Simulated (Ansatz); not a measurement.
## Geometry relaxation of SiH5Cl2OF (part 2 of 3)

Continued. System: SiH5Cl2OF. Method: RKS PBE0-D4/def2-TZVP (Ansatz 0.2.0). The geometry is a transition state displaced along its imaginary mode. The reaction was set up to form Si1–F7, H6–O9 and H2–H8 and to break Si1–H2, H6–F7 and H8–O9 (atoms counted from 1 in the order of the input); sticks are drawn by distance alone.

Geometry of the input (Å):
```
Si -0.9320  0.5950  -0.4867
H  0.4909  -0.4153  -0.8863
Cl -1.4398  -0.1344  -2.3953
Cl 0.4813  1.8037  0.5058
H  -1.9384  1.6558  -0.4835
H  0.8496  -1.4127  1.4236
F  -1.3536  -0.4997  0.5943
H  0.7595  -0.6100  -0.3604
O  1.5491  -0.9367  0.8903
H  1.5335  -0.0455  1.1983
```

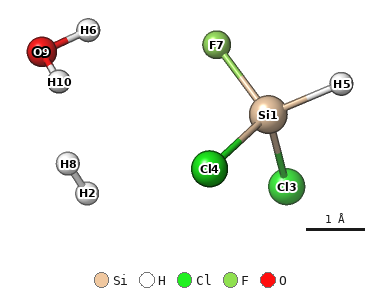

Fig. 1: The geometry at step 18 of the log (ball-and-stick view, seen at a tilt; atoms are numbered from 1 in the order of the input).

**Trajectory as extended XYZ, continued**
```
10
Properties=species:S:1:pos:R:3:forces:R:3 step=5 energy=-37759.13675
Si   -1.3460    0.9007   -0.5077   -0.1933  -0.4895   0.6163
H     0.7233   -0.7346   -1.2745    0.3030  -0.2460   0.3705
Cl   -1.3724    0.3178   -2.4371   -0.0457  -0.0169  -0.1148
Cl    0.3034    1.9745   -0.0364    0.0772   0.0828  -0.0008
H    -2.5241    1.7306   -0.2677   -0.1161   0.0557   0.0583
H     1.0112   -1.5059    1.7647    0.3022   0.0390  -0.1817
F    -1.4232   -0.3632    0.4827    0.0582   0.5818  -0.5361
H     1.0062   -0.9056   -0.5852   -0.1119   0.0274  -0.5929
O     1.8201   -1.1819    1.3423   -0.3584   0.1787   0.4501
H     1.8014   -0.2325    1.5191    0.0849  -0.2130  -0.0689
10
Properties=species:S:1:pos:R:3:forces:R:3 step=6 energy=-37759.21975
Si   -1.3696    0.9360   -0.4922   -0.4220  -0.0849   0.4646
H     0.8012   -0.8727   -1.3779    0.1933  -0.1550   0.2315
Cl   -1.3990    0.3784   -2.4325    0.0308  -0.0078   0.0075
Cl    0.2495    2.0578   -0.0150    0.0911  -0.0806  -0.0554
H    -2.5707    1.7491   -0.2208    0.0906  -0.1234  -0.0166
H     1.0074   -1.4917    1.8057    0.1782   0.0062  -0.1193
F    -1.4100   -0.3397    0.4700    0.0929   0.3815  -0.3852
H     1.0908   -1.0467   -0.6986   -0.0726   0.0544  -0.3487
O     1.8201   -1.1609    1.4036   -0.2534   0.1679   0.2896
H     1.7803   -0.2096    1.5578    0.0711  -0.1583  -0.0679
10
Properties=species:S:1:pos:R:3:forces:R:3 step=7 energy=-37759.27343
Si   -1.4304    0.9880   -0.4619    0.1736  -0.3784   0.1885
H     0.9177   -0.9957   -1.4677    0.0312  -0.0433  -0.0433
Cl   -1.4296    0.4493   -2.4063   -0.0686  -0.0145  -0.0415
Cl    0.2314    2.0701   -0.0431   -0.0005   0.0156   0.0445
H    -2.6308    1.7534   -0.1504   -0.1475   0.1097   0.0515
H     0.9481   -1.4444    1.8039    0.5180   0.0457  -0.2062
F    -1.4093   -0.3160    0.4554    0.0056   0.2986  -0.2150
H     1.2074   -1.1549   -0.7965    0.0363  -0.0110  -0.0138
O     1.8288   -1.1577    1.5073   -0.6884   0.3407   0.3098
H     1.7668   -0.1921    1.5594    0.1404  -0.3631  -0.0747
10
Properties=species:S:1:pos:R:3:forces:R:3 step=8 energy=-37759.30658
Si   -1.4224    0.9953   -0.4242   -0.1313   0.0542   0.0352
H     1.0495   -1.1221   -1.5492    0.0483  -0.0366   0.0707
Cl   -1.4837    0.4596   -2.3706    0.0346  -0.0056   0.0299
Cl    0.2200    2.1062   -0.0104    0.0663  -0.0203  -0.0229
H    -2.6266    1.7609   -0.0837   -0.0109  -0.0080   0.0090
H     0.8520   -1.3874    1.7302   -0.1280  -0.0313   0.0056
F    -1.3731   -0.3020    0.4835    0.0440  -0.0237  -0.0247
H     1.3122   -1.2369   -0.8547   -0.0166   0.0146  -0.1097
O     1.7528   -1.1157    1.5485    0.0951  -0.0417   0.0165
H     1.7192   -0.1579    1.5306   -0.0015   0.0984  -0.0097
10
Properties=species:S:1:pos:R:3:forces:R:3 step=9 energy=-37759.32167
Si   -1.4141    0.9979   -0.3706   -0.1718   0.1702  -0.0153
H     1.1581   -1.2400   -1.6665    0.0673  -0.0295   0.1525
Cl   -1.4886    0.4713   -2.3185   -0.0099   0.0001   0.0208
Cl    0.2392    2.1083    0.0045    0.0189   0.0081   0.0046
H    -2.6297    1.7496    0.0056    0.1691  -0.1112  -0.0397
H     0.7255   -1.2963    1.6720    0.3070   0.1062  -0.0524
F    -1.3203   -0.3094    0.5166   -0.0022  -0.0749   0.0491
H     1.4087   -1.3219   -0.9611   -0.0482   0.0220  -0.1564
O     1.6592   -1.0590    1.5893   -0.3126  -0.0859   0.0442
H     1.6621   -0.1005    1.5289   -0.0175  -0.0049  -0.0075
10
Properties=species:S:1:pos:R:3:forces:R:3 step=10 energy=-37759.29355 accepted=F
Si   -1.4049    0.9931   -0.3301   -0.1698   0.1758  -0.0192
H     1.2361   -1.3061   -1.7060    0.0676  -0.0154   0.1965
Cl   -1.4982    0.4648   -2.2757    0.0014  -0.0071   0.0089
Cl    0.2545    2.1004    0.0295    0.0092  -0.0020  -0.0011
H    -2.6163    1.7415    0.0582    0.1478  -0.0918  -0.0279
H     0.6268   -1.2189    1.5226    1.5303   0.2156   0.2872
F    -1.3022   -0.3173    0.5539    0.0090  -0.0774   0.0360
H     1.4734   -1.3623   -0.9930   -0.0540   0.0122  -0.1886
O     1.5899   -1.0214    1.6793   -1.6205   0.3666  -0.4548
H     1.6409   -0.0739    1.4614    0.0790  -0.5765   0.1630
10
Properties=species:S:1:pos:R:3:forces:R:3 step=11 energy=-37759.32398
Si   -1.4085    0.9958   -0.3624   -0.1588   0.1434  -0.0111
H     1.1746   -1.2529   -1.6741    0.0533  -0.0235   0.1130
Cl   -1.4887    0.4700   -2.3100   -0.0037  -0.0018   0.0189
Cl    0.2449    2.1070    0.0104    0.0209   0.0027   0.0032
H    -2.6214    1.7461    0.0169    0.1371  -0.0878  -0.0325
H     0.7103   -1.2874    1.6653    0.2356   0.0829  -0.0472
F    -1.3161   -0.3121    0.5249    0.0049  -0.0627   0.0386
H     1.4226   -1.3293   -0.9684   -0.0368   0.0171  -0.1172
O     1.6416   -1.0478    1.5800   -0.2412  -0.0716   0.0420
H     1.6406   -0.0895    1.5175   -0.0113   0.0013  -0.0075
10
Properties=species:S:1:pos:R:3:forces:R:3 step=12 energy=-37759.32678
Si   -1.4070    0.9947   -0.3400   -0.0228   0.0181   0.0099
H     1.2320   -1.2873   -1.6939    0.0157  -0.0037   0.0237
Cl   -1.4970    0.4679   -2.2856   -0.0096   0.0001   0.0037
Cl    0.2544    2.0986    0.0231    0.0113   0.0001  -0.0006
H    -2.6079    1.7411    0.0536    0.0148  -0.0105  -0.0080
H     0.6532   -1.2418    1.6038    0.3177   0.0135   0.0125
F    -1.3086   -0.3184    0.5438    0.0043  -0.0119   0.0009
H     1.4667   -1.3457   -0.9853   -0.0040  -0.0014  -0.0213
O     1.5966   -1.0297    1.6324   -0.3864   0.3628  -0.1010
H     1.6176   -0.0794    1.4483    0.0590  -0.3671   0.0801
10
Properties=species:S:1:pos:R:3:forces:R:3 step=13 energy=-37759.33000
Si   -1.4121    0.9983   -0.3234   -0.0001   0.0350  -0.0110
H     1.2788   -1.3289   -1.7067    0.0048  -0.0006   0.0129
Cl   -1.5136    0.4736   -2.2690   -0.0053  -0.0038   0.0015
Cl    0.2546    2.0977    0.0299    0.0021  -0.0044  -0.0031
H    -2.6083    1.7441    0.0788   -0.0113   0.0095   0.0000
H     0.6308   -1.2171    1.5123    0.2115   0.0313   0.0556
F    -1.3118   -0.3169    0.5563    0.0124  -0.0383   0.0069
H     1.5007   -1.3786   -0.9940    0.0035   0.0005  -0.0087
O     1.5595   -1.0035    1.6649   -0.2453  -0.0119  -0.0721
H     1.6213   -0.0688    1.4510    0.0279  -0.0174   0.0179
10
Properties=species:S:1:pos:R:3:forces:R:3 step=14 energy=-37759.33050
Si   -1.4189    1.0007   -0.3181    0.0304   0.0040  -0.0362
H     1.3075   -1.3433   -1.7050    0.0023  -0.0001  -0.0145
Cl   -1.5293    0.4784   -2.2638   -0.0093   0.0017  -0.0011
Cl    0.2531    2.0949    0.0271   -0.0137   0.0029   0.0038
H    -2.6136    1.7451    0.0908   -0.0081   0.0129   0.0081
H     0.5971   -1.1743    1.5230    0.3158   0.0106   0.0364
F    -1.3137   -0.3190    0.5552   -0.0048  -0.0197   0.0235
H     1.5297   -1.3901   -0.9925   -0.0001   0.0017   0.0137
O     1.5475   -1.0201    1.6138   -0.3441   0.1161  -0.0612
H     1.6406   -0.0724    1.4698    0.0316  -0.1301   0.0274
10
Properties=species:S:1:pos:R:3:forces:R:3 step=15 energy=-37759.33217
Si   -1.4239    1.0016   -0.3201    0.0176   0.0191  -0.0221
H     1.3196   -1.3472   -1.7089    0.0037   0.0001  -0.0116
Cl   -1.5390    0.4761   -2.2647   -0.0014   0.0008   0.0057
Cl    0.2464    2.0981    0.0249   -0.0067  -0.0031  -0.0042
H    -2.6164    1.7491    0.0897   -0.0119   0.0076   0.0028
H     0.5919   -1.1583    1.5241    0.0780  -0.0035   0.0050
F    -1.3201   -0.3155    0.5573   -0.0003  -0.0235   0.0182
H     1.5355   -1.3908   -0.9941   -0.0028   0.0019   0.0102
O     1.5423   -1.0293    1.6022   -0.0920  -0.0044  -0.0059
H     1.6637   -0.0836    1.4898    0.0157   0.0048   0.0019
10
Properties=species:S:1:pos:R:3:forces:R:3 step=16 energy=-37759.33243
Si   -1.4270    1.0031   -0.3210    0.0058   0.0175  -0.0128
H     1.3281   -1.3470   -1.7134    0.0048   0.0005   0.0006
Cl   -1.5449    0.4728   -2.2639   -0.0015  -0.0033   0.0010
Cl    0.2440    2.1000    0.0177   -0.0034  -0.0032  -0.0007
H    -2.6195    1.7523    0.0876   -0.0038   0.0032   0.0024
H     0.5926   -1.1557    1.5178   -0.0186  -0.0040  -0.0023
F    -1.3232   -0.3117    0.5604    0.0032  -0.0146   0.0110
H     1.5332   -1.3873   -0.9950   -0.0032   0.0015  -0.0008
O     1.5413   -1.0357    1.6068    0.0143   0.0017   0.0006
H     1.6754   -0.0907    1.5031    0.0025   0.0007   0.0009
10
Properties=species:S:1:pos:R:3:forces:R:3 step=17 energy=-37759.33257
Si   -1.4290    1.0049   -0.3201    0.0016   0.0085  -0.0027
H     1.3444   -1.3482   -1.7175    0.0051   0.0008   0.0078
Cl   -1.5542    0.4649   -2.2598    0.0013  -0.0010   0.0016
Cl    0.2431    2.1020    0.0104   -0.0023  -0.0025  -0.0043
H    -2.6201    1.7560    0.0895   -0.0021   0.0023   0.0004
H     0.5850   -1.1492    1.5080   -0.0255   0.0068  -0.0029
F    -1.3233   -0.3065    0.5670    0.0010  -0.0076   0.0055
H     1.5369   -1.3850   -0.9952   -0.0034   0.0015  -0.0083
O     1.5346   -1.0420    1.6013    0.0364   0.0091   0.0020
H     1.6826   -0.0969    1.5164   -0.0121  -0.0180   0.0009
10
Properties=species:S:1:pos:R:3:forces:R:3 step=18 energy=-37759.33269
Si   -1.4338    1.0077   -0.3180    0.0103  -0.0076  -0.0007
H     1.3710   -1.3447   -1.7242    0.0071   0.0014   0.0258
Cl   -1.5669    0.4507   -2.2524   -0.0058  -0.0020   0.0022
Cl    0.2422    2.1042   -0.0078   -0.0036   0.0005   0.0031
H    -2.6225    1.7630    0.0918    0.0017   0.0006  -0.0015
H     0.5719   -1.1393    1.4989    0.0022   0.0165   0.0003
F    -1.3248   -0.2969    0.5800   -0.0040   0.0084  -0.0029
H     1.5436   -1.3774   -0.9961   -0.0051   0.0006  -0.0263
O     1.5242   -1.0556    1.5943    0.0252   0.0419  -0.0021
H     1.6950   -0.1117    1.5334   -0.0279  -0.0602   0.0021
10
Properties=species:S:1:pos:R:3:forces:R:3 step=19 energy=-37759.33279
Si   -1.4340    1.0087   -0.3184   -0.0137  -0.0072   0.0127
H     1.3830   -1.3374   -1.7274    0.0061   0.0016   0.0264
Cl   -1.5767    0.4398   -2.2486    0.0077   0.0005   0.0038
Cl    0.2428    2.1053   -0.0137   -0.0010  -0.0065  -0.0067
H    -2.6209    1.7684    0.0887    0.0038   0.0008  -0.0007
H     0.5675   -1.1390    1.5002    0.0244   0.0111   0.0032
F    -1.3273   -0.2909    0.5876    0.0024   0.0116  -0.0086
H     1.5473   -1.3724   -0.9974   -0.0042   0.0002  -0.0267
O     1.5212   -1.0628    1.5925   -0.0063   0.0375  -0.0057
H     1.6971   -0.1198    1.5364   -0.0192  -0.0496   0.0023
10
Properties=species:S:1:pos:R:3:forces:R:3 step=20 energy=-37759.33298
Si   -1.4366    1.0095   -0.3175   -0.0108  -0.0119   0.0147
H     1.3979   -1.3225   -1.7309    0.0042   0.0010   0.0172
Cl   -1.5839    0.4239   -2.2425    0.0041   0.0008   0.0067
Cl    0.2452    2.1013   -0.0260    0.0022  -0.0032  -0.0044
H    -2.6193    1.7781    0.0857    0.0043  -0.0019  -0.0039
H     0.5614   -1.1399    1.5079    0.0281  -0.0020   0.0013
F    -1.3336   -0.2824    0.6002    0.0001   0.0149  -0.0113
H     1.5548   -1.3658   -1.0000   -0.0027   0.0007  -0.0181
O     1.5174   -1.0723    1.5837   -0.0290   0.0200  -0.0032
H     1.6969   -0.1299    1.5396   -0.0004  -0.0185   0.0010
10
Properties=species:S:1:pos:R:3:forces:R:3 step=21 energy=-37759.33316
Si   -1.4401    1.0105   -0.3134   -0.0083  -0.0223   0.0114
H     1.4250   -1.2974   -1.7395    0.0031   0.0001   0.0142
Cl   -1.5963    0.3937   -2.2281    0.0011   0.0011   0.0111
Cl    0.2525    2.0918   -0.0466   -0.0032  -0.0029   0.0007
H    -2.6162    1.7951    0.0792    0.0106  -0.0031  -0.0033
H     0.5496   -1.1418    1.5095    0.0357  -0.0148   0.0024
F    -1.3459   -0.2670    0.6258    0.0005   0.0263  -0.0182
H     1.5695   -1.3534   -1.0069   -0.0020   0.0012  -0.0148
O     1.5072   -1.0862    1.5770   -0.0545   0.0093  -0.0044
H     1.6947   -0.1454    1.5430    0.0171   0.0051   0.0009
10
Properties=species:S:1:pos:R:3:forces:R:3 step=22 energy=-37759.33330
Si   -1.4429    1.0105   -0.3091    0.0003  -0.0281   0.0199
H     1.4526   -1.2724   -1.7482    0.0037  -0.0014   0.0137
Cl   -1.6084    0.3596   -2.2120   -0.0014   0.0053   0.0202
Cl    0.2598    2.0815   -0.0651   -0.0049  -0.0043  -0.0010
H    -2.6098    1.8138    0.0736    0.0092  -0.0096  -0.0087
H     0.5352   -1.1438    1.5103    0.0377  -0.0177   0.0013
F    -1.3575   -0.2510    0.6534   -0.0034   0.0369  -0.0291
H     1.5872   -1.3410   -1.0148   -0.0032   0.0023  -0.0146
O     1.4942   -1.0986    1.5644   -0.0554   0.0229  -0.0025
H     1.6897   -0.1587    1.5476    0.0175  -0.0063   0.0009
10
Properties=species:S:1:pos:R:3:forces:R:3 step=23 energy=-37759.33339
Si   -1.4439    1.0115   -0.3055   -0.0037  -0.0357   0.0207
H     1.4690   -1.2595   -1.7549    0.0033  -0.0014   0.0136
Cl   -1.6148    0.3398   -2.2004    0.0010   0.0025   0.0115
Cl    0.2646    2.0762   -0.0753   -0.0096  -0.0047   0.0012
H    -2.6081    1.8235    0.0666    0.0127  -0.0048  -0.0018
H     0.5279   -1.1469    1.5090    0.0362  -0.0137   0.0020
F    -1.3648   -0.2400    0.6708   -0.0007   0.0432  -0.0309
H     1.5958   -1.3321   -1.0205   -0.0027   0.0019  -0.0140
O     1.4872   -1.1060    1.5601   -0.0458   0.0387  -0.0033
H     1.6872   -0.1665    1.5503    0.0093  -0.0261   0.0011
10
Properties=species:S:1:pos:R:3:forces:R:3 step=24 energy=-37759.33349
Si   -1.4457    1.0125   -0.3026   -0.0019  -0.0345   0.0300
H     1.4871   -1.2470   -1.7622    0.0022  -0.0008   0.0071
Cl   -1.6202    0.3164   -2.1881    0.0012   0.0019   0.0073
Cl    0.2667    2.0728   -0.0848   -0.0032  -0.0033  -0.0013
H    -2.6051    1.8353    0.0595    0.0052  -0.0049  -0.0025
H     0.5201   -1.1514    1.5096    0.0204  -0.0058   0.0007
F    -1.3724   -0.2264    0.6903   -0.0017   0.0414  -0.0329
H     1.6054   -1.3226   -1.0269   -0.0015   0.0008  -0.0074
O     1.4797   -1.1142    1.5511   -0.0186   0.0454  -0.0013
H     1.6843   -0.1754    1.5543   -0.0021  -0.0402   0.0003
10
Properties=species:S:1:pos:R:3:forces:R:3 step=25 energy=-37759.33355
Si   -1.4496    1.0155   -0.2971    0.0122  -0.0422   0.0195
H     1.5121   -1.2347   -1.7713    0.0018  -0.0005   0.0015
Cl   -1.6244    0.2904   -2.1715   -0.0056   0.0008   0.0044
Cl    0.2687    2.0696   -0.0976   -0.0049   0.0030   0.0051
H    -2.6058    1.8483    0.0512    0.0028  -0.0006   0.0002
H     0.5099   -1.1554    1.5109    0.0066   0.0015  -0.0010
F    -1.3816   -0.2083    0.7146   -0.0052   0.0397  -0.0280
H     1.6190   -1.3140   -1.0347   -0.0010   0.0001  -0.0021
O     1.4700   -1.1242    1.5366    0.0047   0.0453   0.0019
H     1.6816   -0.1872    1.5589   -0.0113  -0.0470  -0.0013
10
Properties=species:S:1:pos:R:3:forces:R:3 step=26 energy=-37759.33358
Si   -1.4555    1.0213   -0.2877   -0.0078  -0.0532   0.0208
H     1.5641   -1.2145   -1.7907    0.0032  -0.0022   0.0179
Cl   -1.6384    0.2387   -2.1395    0.0103   0.0134   0.0319
Cl    0.2691    2.0696   -0.1141   -0.0094  -0.0107  -0.0045
H    -2.6057    1.8738    0.0321    0.0048  -0.0026   0.0007
H     0.4912   -1.1612    1.5068    0.0045   0.0075   0.0016
F    -1.4011   -0.1718    0.7622    0.0033   0.0528  -0.0476
H     1.6459   -1.3007   -1.0512   -0.0020   0.0013  -0.0180
O     1.4519   -1.1440    1.5162    0.0160   0.0617   0.0005
H     1.6785   -0.2112    1.5658   -0.0229  -0.0680  -0.0032
10
Properties=species:S:1:pos:R:3:forces:R:3 step=27 energy=-37759.33369
Si   -1.4565    1.0211   -0.2872    0.0033  -0.0459   0.0281
H     1.5647   -1.2187   -1.7906    0.0030  -0.0022   0.0105
Cl   -1.6350    0.2423   -2.1400   -0.0005   0.0057   0.0156
Cl    0.2673    2.0699   -0.1131   -0.0026  -0.0009   0.0005
H    -2.6071    1.8721    0.0355    0.0030  -0.0053  -0.0024
H     0.4897   -1.1556    1.5080    0.0087   0.0014  -0.0010
F    -1.3998   -0.1736    0.7604   -0.0037   0.0469  -0.0401
H     1.6464   -1.3050   -1.0512   -0.0021   0.0018  -0.0116
O     1.4506   -1.1418    1.5088    0.0016   0.0408   0.0036
H     1.6798   -0.2107    1.5695   -0.0109  -0.0423  -0.0033
10
Properties=species:S:1:pos:R:3:forces:R:3 step=28 energy=-37759.33375
Si   -1.4575    1.0220   -0.2855   -0.0004  -0.0311   0.0285
H     1.5698   -1.2241   -1.7933    0.0017  -0.0008   0.0042
Cl   -1.6330    0.2437   -2.1378   -0.0031  -0.0022  -0.0026
Cl    0.2651    2.0723   -0.1105    0.0017   0.0038   0.0030
H    -2.6099    1.8708    0.0361    0.0038  -0.0023  -0.0011
H     0.4876   -1.1508    1.5046    0.0141  -0.0046   0.0003
F    -1.4000   -0.1724    0.7616   -0.0025   0.0326  -0.0267
H     1.6481   -1.3082   -1.0535   -0.0007   0.0004  -0.0043
O     1.4486   -1.1417    1.5111   -0.0146   0.0246   0.0002
H     1.6811   -0.2116    1.5672    0.0000  -0.0202  -0.0013
10
Properties=species:S:1:pos:R:3:forces:R:3 step=29 energy=-37759.33384
Si   -1.4613    1.0254   -0.2794   -0.0049  -0.0169   0.0217
H     1.5977   -1.2250   -1.8028    0.0020  -0.0010   0.0066
Cl   -1.6350    0.2261   -2.1227   -0.0013  -0.0023  -0.0044
Cl    0.2616    2.0761   -0.1125    0.0036   0.0038   0.0011
H    -2.6134    1.8789    0.0309    0.0037  -0.0021  -0.0021
H     0.4765   -1.1461    1.5039    0.0302  -0.0108  -0.0009
F    -1.4072   -0.1568    0.7810   -0.0021   0.0185  -0.0152
H     1.6623   -1.3089   -1.0616   -0.0013   0.0007  -0.0070
O     1.4379   -1.1481    1.4966   -0.0352   0.0305   0.0019
H     1.6809   -0.2217    1.5668    0.0053  -0.0203  -0.0017
10
Properties=species:S:1:pos:R:3:forces:R:3 step=30 energy=-37759.33391
Si   -1.4701    1.0333   -0.2653   -0.0083  -0.0149   0.0001
H     1.6588   -1.2250   -1.8240    0.0026  -0.0048   0.0422
Cl   -1.6377    0.1863   -2.0890    0.0010   0.0068   0.0183
Cl    0.2552    2.0832   -0.1179   -0.0010  -0.0005   0.0014
H    -2.6214    1.8981    0.0176    0.0086  -0.0066  -0.0040
H     0.4550   -1.1416    1.4991    0.0759  -0.0207  -0.0028
F    -1.4252   -0.1212    0.8256   -0.0002   0.0156  -0.0146
H     1.6909   -1.3097   -1.0797   -0.0021   0.0047  -0.0424
O     1.4168   -1.1617    1.4689   -0.0779   0.0814   0.0087
H     1.6778   -0.2416    1.5648    0.0014  -0.0610  -0.0070
10
Properties=species:S:1:pos:R:3:forces:R:3 step=31 energy=-37759.33403
Si   -1.4702    1.0339   -0.2637   -0.0125  -0.0042   0.0014
H     1.6645   -1.2283   -1.8260    0.0021  -0.0034   0.0263
Cl   -1.6361    0.1840   -2.0855    0.0049   0.0020   0.0058
Cl    0.2538    2.0854   -0.1139   -0.0004  -0.0001  -0.0015
H    -2.6228    1.8978    0.0151    0.0075  -0.0019  -0.0010
H     0.4527   -1.1388    1.5030    0.0587  -0.0187  -0.0054
F    -1.4267   -0.1185    0.8289   -0.0003   0.0052  -0.0028
H     1.6926   -1.3119   -1.0819   -0.0018   0.0035  -0.0274
O     1.4135   -1.1604    1.4587   -0.0656   0.0506   0.0099
H     1.6786   -0.2433    1.5654    0.0074  -0.0330  -0.0051
```
